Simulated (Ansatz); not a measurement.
# SiHSe (doublet): one geometry, many settings

Aim: run SiHSe (doublet) at one geometry under a spread of methods and options, and see what each costs and gives.

Program: Ansatz 0.2.0, Gaussian basis. Level of theory: the settings change from run to run. These are calculated values, not measurements.

28 further runs of the same task are left out: 14 that didn't finish, 14 set aside as unsound or not needed.

## Step 1: What is computed

The geometry is a PBE0/def2-TZVP stationary point (not a proven minimum) of the parent state, kept for this charge and spin. No spin-orbit coupling is included. The filled d shell of Se may be among the frozen orbitals whatever the setting's name suggests; the logs give the count.

3 atoms, charge 0, spin multiplicity 2.

Atoms are counted from 1 here; the program's logs count them from 0.

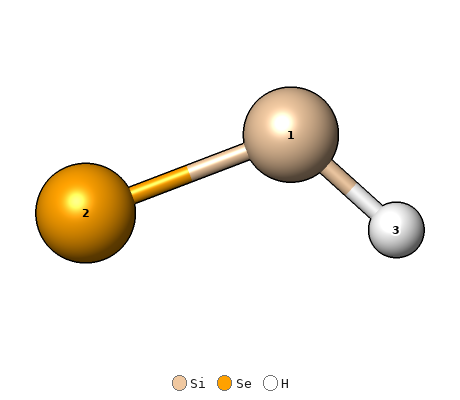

The structure; silicon light orange, selenium orange, hydrogen white; atoms are numbered from 1 in the order of the file.

## Step 2: MRCISD+Q(1,3)/STO-3G

Contents of in.yaml:

```yaml
crystal:
  periodic: [false, false, false]
  atoms:
    - {symbol: Si, position_ang: [0.000000, -0.102205, 1.681089]}
    - {symbol: Se, position_ang: [0.000000, 0.021114, -0.628981]}
    - {symbol: H, position_ang: [0.000000, 1.193815, 2.430780]}
basis:
  gaussian: {orbitals: STO-3G}
magnetization: {spin_polarized: false, initial_magnetization: 1}
correlation: {method: fic_mrcisd_q, electrons: valence, active_space: {window: {electrons: 1, orbitals: 3}}}
accuracy: high
```

Command:

```sh
> ansatz run in.yaml --threads 1 --pin off --events-out ev --progress --plain --max-ram 2393MiB
```

Log, shortened:

```text
Functional definition: HF
  name "HF"
  cite "Fock, Z. Phys. 61, 126 (1930) doi:10.1007/BF01340294"
  parent pbe
[...]
390 factors; integrals over basis functions are off by at most 3.7e-9 eV
[...]
mean field -72373.49193205 eV, -2659.6767719881 hartree, gradient 1.4e-8 eV, S^2 0.750000; 8 other end points of the search recorded, 0 dependent functions left out
reference -72373.49193205 eV, -2659.6767719881 hartree; 25, 24 occupied and 3, 4 virtual orbitals, 390 factors
state -72373.49193205 eV, -2659.6767719881 hartree
contracted CI cycle   1: correlation 0.00000000 eV, 0.0000000000 hartree, residual 6.72e0 eV
contracted CI cycle   2: correlation -1.46084514 eV, -0.0536850686 hartree, residual 1.84e0 eV
contracted CI cycle   3: correlation -1.63314667 eV, -0.0600170330 hartree, residual 1.03e0 eV
contracted CI cycle   4: correlation -1.69775227 eV, -0.0623912451 hartree, residual 7.96e-1 eV
contracted CI cycle   5: correlation -1.74151539 eV, -0.0639995102 hartree, residual 6.66e-1 eV
contracted CI cycle   6: correlation -1.76838415 eV, -0.0649869189 hartree, residual 3.88e-1 eV
contracted CI cycle   7: correlation -1.77609089 eV, -0.0652701362 hartree, residual 1.95e-1 eV
contracted CI cycle   8: correlation -1.77812831 eV, -0.0653450102 hartree, residual 1.03e-1 eV
contracted CI cycle   9: correlation -1.77854826 eV, -0.0653604432 hartree, residual 4.96e-2 eV
contracted CI cycle  10: correlation -1.77862494 eV, -0.0653632611 hartree, residual 2.50e-2 eV
contracted CI cycle  11: correlation -1.77864619 eV, -0.0653640418 hartree, residual 1.52e-2 eV
contracted CI cycle  12: correlation -1.77865271 eV, -0.0653642814 hartree, residual 9.57e-3 eV
contracted CI cycle  13: correlation -1.77865498 eV, -0.0653643649 hartree, residual 4.04e-3 eV
contracted CI cycle  14: correlation -1.77865541 eV, -0.0653643807 hartree, residual 1.62e-3 eV
contracted CI cycle  15: correlation -1.77865548 eV, -0.0653643831 hartree, residual 7.56e-4 eV
contracted CI cycle  16: correlation -1.77865549 eV, -0.0653643837 hartree, residual 2.83e-4 eV
contracted CI cycle  17: correlation -1.77865549 eV, -0.0653643838 hartree, residual 1.15e-4 eV
contracted CI cycle  18: correlation -1.77865550 eV, -0.0653643838 hartree, residual 5.90e-5 eV
contracted CI cycle  19: correlation -1.77865550 eV, -0.0653643838 hartree, residual 3.92e-5 eV
contracted CI cycle  20: correlation -1.77865550 eV, -0.0653643838 hartree, residual 2.62e-5 eV
contracted CI cycle  21: correlation -1.77865550 eV, -0.0653643838 hartree, residual 1.40e-5 eV
contracted CI cycle  22: correlation -1.77865550 eV, -0.0653643838 hartree, residual 6.25e-6 eV
contracted CI cycle  23: correlation -1.77865550 eV, -0.0653643838 hartree, residual 2.55e-6 eV
contracted CI cycle  24: correlation -1.77865550 eV, -0.0653643838 hartree, residual 9.98e-7 eV
contracted CI cycle  25: correlation -1.77865550 eV, -0.0653643838 hartree, residual 4.12e-7 eV
state -72373.49193205 eV, -2659.6767719881 hartree; corrected -72375.61103809 eV, -2659.7546476988 hartree
WARN: 2 active orbitals are nearly empty or full. The corrections depend on them more than the energy does, and are more stable in an active space without them
Total energy: -72375.61103809 eV, -2659.7546476988 hartree
```

It took 10 s on 1 thread of AMD EPYC, shared host.

From the report: 2 determinants; active occupations 1.00, 0.00, 0.00. The report marks this result as in doubt.

## Step 3: CASSCF(3,3)/6-31G*

Contents of in.yaml:

```yaml
crystal:
  periodic: [false, false, false]
  atoms:
    - {symbol: Si, position_ang: [0.000000, -0.102205, 1.681089]}
    - {symbol: Se, position_ang: [0.000000, 0.021114, -0.628981]}
    - {symbol: H, position_ang: [0.000000, 1.193815, 2.430780]}
basis:
  gaussian: {orbitals: "6-31G*"}
magnetization: {spin_polarized: false, initial_magnetization: 1}
correlation: {active_space: {window: {electrons: 3, orbitals: 3}}}
output: {forces: true}
```

Launched as before.

Log, shortened:

```text
Functional definition: HF
  name "HF"
  cite "Fock, Z. Phys. 61, 126 (1930) doi:10.1007/BF01340294"
  parent pbe
[...]
528 factors; integrals over basis functions are off by at most 1.2e-3 eV
[...]
mean field -73171.36024855 eV, -2688.9978918047 hartree, gradient 2.1e-6 eV, S^2 0.750000; 13 other end points of the search recorded, 0 dependent functions left out
reference -73171.36024855 eV, -2688.9978918047 hartree; 25, 24 occupied and 31, 32 virtual orbitals, 528 factors
state -73171.77961077 eV, -2689.0133030821 hartree
[...]
Total energy: -73171.77961077 eV, -2689.0133030821 hartree
Atom 0 at     0.000000    -0.102205     1.681089 Å, force    -0.000000    -1.169737    -0.315081 eV/Å
Atom 1 at     0.000000     0.021114    -0.628981 Å, force     0.000000     0.567981     1.082369 eV/Å
Atom 2 at     0.000000     1.193815     2.430780 Å, force     0.000000     0.601756    -0.767288 eV/Å
Dipole moment:    -0.000000     0.195794     0.272018 e Å
```

It took 40 s on 1 thread of AMD EPYC, shared host.

From the report: 9 determinants; active occupations 1.94, 1.00, 0.06.

## Step 4: CCSDT on ROHF/def2-SVP

in.yaml: that of step 3 with these lines changed.

```diff
@@ -7,5 +7,5 @@
 basis:
-  gaussian: {orbitals: "6-31G*"}
+  gaussian: {orbitals: def2-SVP}
 magnetization: {spin_polarized: false, initial_magnetization: 1}
-correlation: {active_space: {window: {electrons: 3, orbitals: 3}}}
-output: {forces: true}
+correlation: {method: ccsdt, electrons: outside_noble_gas, diis_vectors: 4}
+scf: {lower_state_search: off}
```

The command is unchanged.

Log, shortened:

```text
Functional definition: HF
  name "HF"
  cite "Fock, Z. Phys. 61, 126 (1930) doi:10.1007/BF01340294"
  parent pbe
[...]
836 factors; integrals over basis functions are off by at most 1.8e-7 eV
[...]
mean field -73169.41083850 eV, -2688.9262523067 hartree, gradient 2.9e-6 eV, S^2 0.750000; 0 other end points of the search recorded, 0 dependent functions left out
19 core orbitals not correlated: weight in the atoms' cores, before any rotation towards them, 1.000 or more for the frozen orbitals, at most 0.000 for the correlated occupied ones
reference -73169.41083850 eV, -2688.9262523067 hartree; 6, 5 occupied and 30, 31 virtual orbitals, 836 factors
second order -4.93191441 eV of doubles, -0.07110047 eV of singles
cycle   1  -5.58082840 eV  change   -5.8e-1 eV  update   1.1e-1
[...]
cycle  30  -6.41536347 eV  change   -5.3e-7 eV  update   1.0e-6
Total energy: -73175.82620196 eV, -2689.1620125656 hartree
Checks for a lower state left out: stability, starts, cluster_reference, orbital_swaps, neighbouring_geometries, increment
```

Run time: 46 s. Hardware: 1 thread of AMD EPYC, shared host.

From the report: correlation -6.4154 eV; T1 0.100; largest double amplitude 0.18.

## Step 5: BCCD on ROHF/STO-3G

Contents of in.yaml:

```yaml
crystal:
  periodic: [false, false, false]
  atoms:
    - {symbol: Si, position_ang: [0.000000, -0.102205, 1.681089]}
    - {symbol: Se, position_ang: [0.000000, 0.021114, -0.628981]}
    - {symbol: H, position_ang: [0.000000, 1.193815, 2.430780]}
basis:
  gaussian: {orbitals: STO-3G, fitting: {mean_field: def2-universal-jkfit}}
magnetization: {spin_polarized: false, initial_magnetization: 1}
correlation: {method: bccd, electrons: all, diis_vectors: 12}
```

Same command.

Log, shortened:

```text
Functional definition: HF
  name "HF"
  cite "Fock, Z. Phys. 61, 126 (1930) doi:10.1007/BF01340294"
  parent pbe
[...]
412 factors; integrals over basis functions are off by at most 1.8e-2 eV
[...]
mean field -72373.50056277 eV, -2659.6770891613 hartree, gradient 2.7e-6 eV, S^2 0.750000; 10 other end points of the search recorded, 0 dependent functions left out
[...]
determinant -72373.50056277 eV, -2659.6770891613 hartree, with singles and doubles -72375.46951993 eV, -2659.7494470021 hartree
determinant -72372.84188537 eV, -2659.6528832134 hartree, with singles and doubles -72374.39474579 eV, -2659.7099497810 hartree
determinant -72370.79154070 eV, -2659.5775344365 hartree, with singles and doubles -72373.92542157 eV, -2659.6927024339 hartree
reference -72373.50056277 eV, -2659.6770891613 hartree; 25, 24 occupied and 3, 4 virtual orbitals, 412 factors
second order -1.21002529 eV of doubles, -0.00937139 eV of singles
cycle   1  -1.96104612 eV  change    7.9e-3 eV  update   7.1e-2
[...]
cycle  16  -1.90793060 eV  change   -1.0e-5 eV  update   2.6e-5
WARN: the results are in doubt because among natural orbitals full CI differs from the method by -0.252 eV
Total energy: -72375.40849338 eV, -2659.7472043178 hartree
In doubt: among natural orbitals full CI differs from the method by -0.252 eV
```

Wall time 40 s (1 thread of AMD EPYC, shared host).

From the report: correlation -1.9079 eV; largest double amplitude 0.15. Mind the lines of doubt at the end of the log.

## Step 6: MP2 on ROHF/cc-pVDZ

in.yaml: that of step 5 with these lines changed.

```diff
@@ -7,4 +7,4 @@
 basis:
-  gaussian: {orbitals: STO-3G, fitting: {mean_field: def2-universal-jkfit}}
+  gaussian: {orbitals: cc-pVDZ}
 magnetization: {spin_polarized: false, initial_magnetization: 1}
-correlation: {method: bccd, electrons: all, diis_vectors: 12}
+correlation: {method: mp2, electrons: outside_noble_gas}
```

The command is unchanged.

Log, shortened:

```text
Functional definition: HF
  name "HF"
  cite "Fock, Z. Phys. 61, 126 (1930) doi:10.1007/BF01340294"
  parent pbe
[...]
554 factors; integrals over basis functions are off by at most 1.2e-3 eV
[...]
mean field -73179.22584249 eV, -2689.2869470506 hartree, gradient 2.4e-6 eV, S^2 0.750000; 16 other end points of the search recorded, 0 dependent functions left out
[...]
19 core orbitals not correlated: weight in the atoms' cores, before any rotation towards them, 1.000 or more for the frozen orbitals, at most 0.000 for the correlated occupied ones
reference -73179.22584249 eV, -2689.2869470506 hartree; 6, 5 occupied and 25, 26 virtual orbitals, 554 factors
second order -4.88115962 eV of doubles, -0.07148072 eV of singles
Total energy: -73184.17848283 eV, -2689.4689532260 hartree
```

It took 56 s on 1 thread of AMD EPYC, shared host.

## Step 7: MP2 on ROHF/6-31G*

in.yaml: that of step 6 with these lines changed.

```diff
@@ -7,4 +7,5 @@
 basis:
-  gaussian: {orbitals: cc-pVDZ}
+  gaussian: {orbitals: "6-31G*"}
 magnetization: {spin_polarized: false, initial_magnetization: 1}
-correlation: {method: mp2, electrons: outside_noble_gas}
+correlation: {method: mp2, electrons: valence}
+accuracy: high
```

Launched as before.

Log, shortened:

```text
Functional definition: HF
  name "HF"
  cite "Fock, Z. Phys. 61, 126 (1930) doi:10.1007/BF01340294"
  parent pbe
[...]
938 factors; integrals over basis functions are off by at most 4.1e-9 eV
[...]
mean field -73171.36029140 eV, -2688.9978933794 hartree, gradient 2.8e-8 eV, S^2 0.750000; 13 other end points of the search recorded, 0 dependent functions left out
[...]
14 core orbitals not correlated: weight in the atoms' cores, before any rotation towards them, 1.000 or more for the frozen orbitals, at most 0.000 for the correlated occupied ones
reference -73171.36029140 eV, -2688.9978933794 hartree; 11, 10 occupied and 31, 32 virtual orbitals, 938 factors
second order -8.71866313 eV of doubles, -0.07307240 eV of singles
Total energy: -73180.15202692 eV, -2689.3209837008 hartree
```

It took 64 s on 1 thread of AMD EPYC, shared host.

## Step 8: NEVPT4(SD)(1,3)/cc-pVDZ

in.yaml: that of step 7 with these lines changed.

```diff
@@ -7,5 +7,5 @@
 basis:
-  gaussian: {orbitals: "6-31G*"}
+  gaussian: {orbitals: cc-pVDZ}
 magnetization: {spin_polarized: false, initial_magnetization: 1}
-correlation: {method: mp2, electrons: valence}
+correlation: {method: fic_nevpt4_sd, electrons: outside_noble_gas, active_space: {window: {electrons: 1, orbitals: 3}}}
 accuracy: high
```

Launched as before.

Log, shortened:

```text
Functional definition: HF
  name "HF"
  cite "Fock, Z. Phys. 61, 126 (1930) doi:10.1007/BF01340294"
  parent pbe
[...]
970 factors; integrals over basis functions are off by at most 4.6e-9 eV
[...]
mean field -73179.22589484 eV, -2689.2869489746 hartree, gradient 2.1e-8 eV, S^2 0.750000; 16 other end points of the search recorded, 0 dependent functions left out
reference -73179.22589484 eV, -2689.2869489746 hartree; 25, 24 occupied and 25, 26 virtual orbitals, 970 factors
state -73179.22589484 eV, -2689.2869489746 hartree
state -73179.22589484 eV, -2689.2869489746 hartree; corrected -73185.14528008 eV, -2689.5044823698 hartree
WARN: 2 active orbitals are nearly empty or full. The corrections depend on them more than the energy does, and are more stable in an active space without them
Total energy: -73185.14528008 eV, -2689.5044823698 hartree
```

It took 68 s on 1 thread of AMD EPYC, shared host.

From the report: 2 determinants; active occupations 1.00, 0.00, 0.00. The report marks this result as in doubt.

## Step 9: The runs in one table

 † marks a result that the program doubts.

```tsv
level	correlated	functions	energy (eV)	time
MRCISD+Q(1,3)/STO-3G †	valence	28	-72375.6110	10 s
CASSCF(3,3)/6-31G*		56	-73171.7796	40 s
CCSDT on ROHF/def2-SVP	outside noble gas	55	-73175.8262	46 s
BCCD on ROHF/STO-3G †	all	28	-72375.4085	40 s
MP2 on ROHF/cc-pVDZ	outside noble gas	50	-73184.1785	56 s
MP2 on ROHF/6-31G*	valence	56	-73180.1520	64 s
NEVPT4(SD)(1,3)/cc-pVDZ †	outside noble gas	50	-73185.1453	68 s
```

## Step 10: What came out

| quantity | value |
| --- | --- |
| runs | 7 |
| quickest | MRCISD+Q(1,3)/STO-3G †, 10 s |
| slowest | NEVPT4(SD)(1,3)/cc-pVDZ †, 68 s |

In words: Total energies in different bases, with other cores or another treatment of relativity can't be set against each other. NEVPT4(SD)(1,3)/cc-pVDZ † took 7 times as long as MRCISD+Q(1,3)/STO-3G †; the jobs differ in more than the method.
